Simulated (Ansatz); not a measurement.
**BPH4 (SMILES BP): levels of theory compared**

Aim: a comparison of 4 runs (HF/STO-3G, HF/def2-SVP, PBE0/def2-SVP, MP2/6-311G**) of BPH4. 

The results are computed with Ansatz 0.2.0.

7 further runs of the same task are left out: 2 for a known fault of the program, 1 that didn't finish, 4 set aside as unsound or not needed. Runs told in other sessions of the task aren't counted.

## 1. The molecule

BPH4: 6 atoms, total charge 0, spin state singlet. As SMILES, `BP`. Geometry: relaxed at GFN2-xTB.

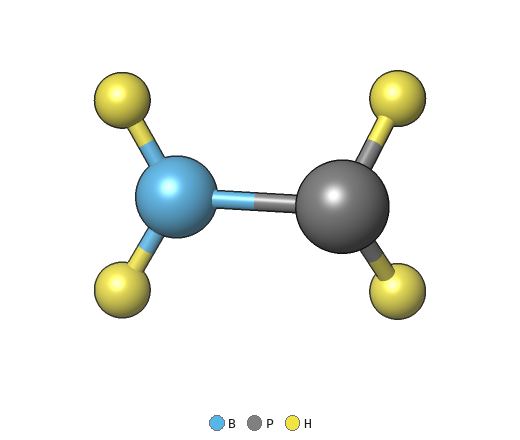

The structure, seen from a chosen angle (boron blue, phosphorus grey, hydrogen yellow).

## 2. Energy and gradient at HF/STO-3G (run 1)

The input, job.yaml:

```yaml
crystal:
  periodic: [false, false, false]
  atoms:
    - {symbol: B, position_ang: [0.002660, -0.867960, 0.118880]}
    - {symbol: P, position_ang: [0.378740, 0.928770, 0.259630]}
    - {symbol: H, position_ang: [-0.777460, -1.351190, 0.842930]}
    - {symbol: H, position_ang: [0.659230, -1.540870, -0.575930]}
    - {symbol: H, position_ang: [0.599110, 1.319050, -1.043720]}
    - {symbol: H, position_ang: [-0.862270, 1.512200, 0.398210]}
basis:
  gaussian: {orbitals: STO-3G}
accuracy: high
hamiltonian: {xc: hf}
output: {forces: true, orbitals: {seedname: orbitals}}
```

The run is started by

```
$ ansatz run job.yaml --threads 1 --pin off --max-ram 2610MiB --events-out events.jsonl --progress --plain --runs-dir runs
```

The program printed:

```text
Warning: RAYON_NUM_THREADS=1 ignored (pool sized by the plan → 1); use --threads N
Functional definition: HF
  name "HF"
  exchange = exact_x
  correlation = 0
314 factors; integrals over basis functions are off by at most 7.6e-9 eV
mean field evaluation 1: about -9893.1057 eV, gradient 1.1e1 eV
mean field evaluation 2: about -9893.1274 eV, gradient 1.1e1 eV
mean field evaluation 4: about -9893.7124 eV, gradient 6.9e-1 eV
mean field evaluation 8: about -9893.7148 eV, gradient 3.5e-7 eV
mean field -9893.71483287 eV, -363.5873139071 hartree, gradient 2.9e-8 eV, S^2 0.000000; 0 other end points of the search recorded, 0 dependent functions left out
the calculation of the forces begins
reference -9893.71483287 eV, -363.5873139071 hartree; 12, 12 occupied and 6, 6 virtual orbitals, 314 factors
Total energy: -9893.71483287 eV, -363.5873139071 hartree
Atom 0 at     0.002660    -0.867960     0.118880 Å, force    -0.064608    -0.147141    -0.050581 eV/Å
Atom 1 at     0.378740     0.928770     0.259630 Å, force     0.171192     0.557805     0.098694 eV/Å
Atom 2 at    -0.777460    -1.351190     0.842930 Å, force     0.246709     0.013180    -0.321968 eV/Å
Atom 3 at     0.659230    -1.540870    -0.575930 Å, force    -0.320371     0.090484     0.239087 eV/Å
Atom 4 at     0.599110     1.319050    -1.043720 Å, force    -0.047264    -0.252532     0.047272 eV/Å
Atom 5 at    -0.862270     1.512200     0.398210 Å, force     0.014342    -0.261796    -0.012504 eV/Å
Dipole moment:    -0.090848     0.060708    -0.100120 e Å
```

It took 0.2 s on 1 thread of Arm Neoverse V2, shared host.

## 3. Energy and forces at HF/def2-SVP (run 2)

The input, in.yaml:

```yaml
crystal:
  periodic: [false, false, false]
  atoms:
    - {symbol: B, position_ang: [0.002660, -0.867960, 0.118880]}
    - {symbol: P, position_ang: [0.378740, 0.928770, 0.259630]}
    - {symbol: H, position_ang: [-0.777460, -1.351190, 0.842930]}
    - {symbol: H, position_ang: [0.659230, -1.540870, -0.575930]}
    - {symbol: H, position_ang: [0.599110, 1.319050, -1.043720]}
    - {symbol: H, position_ang: [-0.862270, 1.512200, 0.398210]}
basis:
  gaussian: {orbitals: def2-SVP}
hamiltonian: {xc: hf}
accuracy: high
output: {forces: true, orbitals: {seedname: orbitals}}
```

The run is started by

```
$ ansatz run in.yaml --threads 1 --pin off --max-ram 2610MiB --events-out events.jsonl --progress --plain --runs-dir runs
```

The program printed, cut to the lines that bear on the results:

```text
Warning: RAYON_NUM_THREADS=1 ignored (pool sized by the plan → 1); use --threads N
[... 2 set-up lines as earlier in the session ...]
[...]
1154 factors; integrals over basis functions are off by at most 3.8e-9 eV
[...]
mean field -10002.77500367 eV, -367.5952012606 hartree, gradient 1.8e-8 eV, S^2 0.000000; 0 other end points of the search recorded, 0 dependent functions left out
[...]
reference -10002.77500367 eV, -367.5952012606 hartree; 12, 12 occupied and 40, 40 virtual orbitals, 1154 factors
Total energy: -10002.77500367 eV, -367.5952012606 hartree
Atom 0 at     0.002660    -0.867960     0.118880 Å, force    -0.019672    -0.361704     0.024449 eV/Å
Atom 1 at     0.378740     0.928770     0.259630 Å, force     0.493953     0.758041     0.399082 eV/Å
Atom 2 at    -0.777460    -1.351190     0.842930 Å, force    -0.551052    -0.362170     0.436685 eV/Å
Atom 3 at     0.659230    -1.540870    -0.575930 Å, force     0.385141    -0.483633    -0.486922 eV/Å
Atom 4 at     0.599110     1.319050    -1.043720 Å, force     0.352429     0.158241    -0.687005 eV/Å
Atom 5 at    -0.862270     1.512200     0.398210 Å, force    -0.660800     0.291224     0.313711 eV/Å
Dipole moment:    -0.125739    -0.000650    -0.127245 e Å
```

Wall time 0.91 s (1 thread of Arm Neoverse V2, shared host).

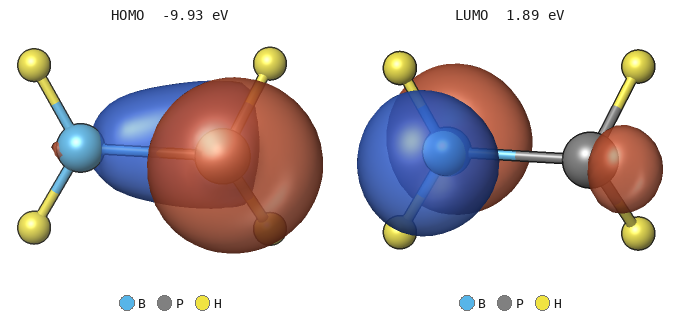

Frontier orbitals of this run, surfaces at ±0.2 Å^-3/2.

## 4. Energy and forces at PBE0/def2-SVP (run 3)

Edit job.yaml of step 2 so:

```diff
@@ -10,5 +10,6 @@
 basis:
-  gaussian: {orbitals: STO-3G}
+  gaussian: {orbitals: def2-SVP}
+magnetization: {spin_polarized: false}
+hamiltonian: {xc: pbe0}
 accuracy: high
-hamiltonian: {xc: hf}
 output: {forces: true, orbitals: {seedname: orbitals}}
```

The run is started by

```
$ ansatz run job.yaml --threads 1 --pin off --max-ram 2610MiB --events-out events.jsonl --progress --plain --runs-dir runs
```

The program printed, cut to the lines that bear on the results:

```text
Warning: RAYON_NUM_THREADS=1 ignored (pool sized by the plan → 1); use --threads N
Functional definition: PBE0
  name "PBE0"
[...]
1154 factors; integrals over basis functions are off by at most 3.8e-9 eV
[...]
mean field -10021.19035102 eV, -368.2719527934 hartree, gradient 5.3e-8 eV, S^2 0.000000; 0 other end points of the search recorded, 0 dependent functions left out
[...]
reference -10021.19035317 eV, -368.2719528723 hartree; 12, 12 occupied and 40, 40 virtual orbitals, 1154 factors
Total energy: -10021.19035317 eV, -368.2719528723 hartree
Atom 0 at     0.002660    -0.867960     0.118880 Å, force     0.072208     0.459412     0.007773 eV/Å
Atom 1 at     0.378740     0.928770     0.259630 Å, force     0.550856    -0.161850     0.579930 eV/Å
Atom 2 at    -0.777460    -1.351190     0.842930 Å, force    -0.666432    -0.405587     0.604501 eV/Å
Atom 3 at     0.659230    -1.540870    -0.575930 Å, force     0.546214    -0.563609    -0.592077 eV/Å
Atom 4 at     0.599110     1.319050    -1.043720 Å, force     0.386532     0.251915    -0.930058 eV/Å
Atom 5 at    -0.862270     1.512200     0.398210 Å, force    -0.889377     0.419719     0.329931 eV/Å
Dipole moment:    -0.102558     0.091945    -0.116156 e Å
```

Run time: 2.6 s. Hardware: 1 thread of Arm Neoverse V2, shared host.

## 5. Energy and forces at MP2/6-311G(d,p) (run 4)

The input, molecule.yaml:

```yaml
crystal:
  periodic: [false, false, false]
  atoms:
    - {symbol: B, position_ang: [0.002660, -0.867960, 0.118880]}
    - {symbol: P, position_ang: [0.378740, 0.928770, 0.259630]}
    - {symbol: H, position_ang: [-0.777460, -1.351190, 0.842930]}
    - {symbol: H, position_ang: [0.659230, -1.540870, -0.575930]}
    - {symbol: H, position_ang: [0.599110, 1.319050, -1.043720]}
    - {symbol: H, position_ang: [-0.862270, 1.512200, 0.398210]}
basis:
  gaussian: {orbitals: 6-311G_st__st_-spherical.json}
correlation: {method: mp2, frozen_orbitals: {B: 1, H: 0, P: 5}}
accuracy: high
output: {forces: true, orbitals: {seedname: orbitals}}
```

The basis set 6-311G** is read from a file made from the Basis Set Exchange's data (not shown).

The run is started by

```
$ ansatz run molecule.yaml --threads 1 --pin off --max-ram 2610MiB --events-out events.jsonl --progress --plain --runs-dir runs
```

The program printed, cut to the lines that bear on the results:

```text
Warning: RAYON_NUM_THREADS=1 ignored (pool sized by the plan → 1); use --threads N
[... 2 set-up lines as earlier in the session ...]
[...]
1343 factors; integrals over basis functions are off by at most 4.2e-9 eV
[...]
mean field -10006.53664043 eV, -367.7334388616 hartree, gradient 1.7e-8 eV, S^2 0.000000; 0 other end points of the search recorded, 0 dependent functions left out
6 core orbitals not correlated: weight in the atoms' cores, before any rotation towards them, 1.000 or more for the frozen orbitals, at most 0.000 for the correlated occupied ones
reference -10006.53664043 eV, -367.7334388616 hartree; 6, 6 occupied and 56, 56 virtual orbitals, 1343 factors
second order -5.94572682 eV of doubles, -0.00000000 eV of singles
[...]
Total energy: -10012.48236725 eV, -367.9519402923 hartree
Atom 0 at     0.002660    -0.867960     0.118880 Å, force    -0.025047    -0.049033    -0.022505 eV/Å
Atom 1 at     0.378740     0.928770     0.259630 Å, force     0.318635     0.299265     0.282758 eV/Å
Atom 2 at    -0.777460    -1.351190     0.842930 Å, force    -0.381082    -0.241091     0.344674 eV/Å
Atom 3 at     0.659230    -1.540870    -0.575930 Å, force     0.309549    -0.330289    -0.336355 eV/Å
Atom 4 at     0.599110     1.319050    -1.043720 Å, force     0.335626     0.101959    -0.575507 eV/Å
Atom 5 at    -0.862270     1.512200     0.398210 Å, force    -0.557681     0.219189     0.306936 eV/Å
Dipole moment:    -0.093284     0.075154    -0.104505 e Å
```

Wall time 2.5 s (1 thread of Arm Neoverse V2, shared host).

## 6. The series

```
run          level  frozen core orbitals  energy (Eh)  dipole moment (D)  HOMO energy (eV)  LUMO energy (eV)  wall time
  1      HF/STO-3G                     –  -363.587314               0.71             -7.50              6.63      0.2 s
  2    HF/def2-SVP                     –  -367.595201               0.86             -9.93              1.89     0.91 s
  3  PBE0/def2-SVP                     –  -368.271953               0.87             -7.57             -1.68      2.6 s
  4   MP2/6-311G**                     6  -367.951940               0.76             -9.96              1.85      2.5 s
```

## 7. Results

| quantity | value |
| --- | --- |
| run 4: total energy | -367.95194 Eh |
| run 4: dipole moment (correlated density) | 0.76 D |
| run 4: HOMO energy (Hartree–Fock orbitals) | -9.96 eV |
| run 4: LUMO energy (Hartree–Fock orbitals) | 1.85 eV |
| run 4: HOMO–LUMO gap (Hartree–Fock orbitals) | 11.81 eV |
| run 4: correlation energy (6 core orbitals frozen) | -218.5 mEh |
| run 4: largest force on an atom | 0.674 eV/Å |

In words: The dipole moment (its size) runs from 0.71 D (HF/STO-3G) to 0.87 D (PBE0/def2-SVP). The two ends differ in method and basis. Over runs 1, 2, 3 the HOMO–LUMO gap runs from 5.88 eV (PBE0/def2-SVP) to 14.13 eV (HF/STO-3G). In run 1 the basis is minimal, so the values are rough. All runs together took 6.3 s, the longest 2.6 s.
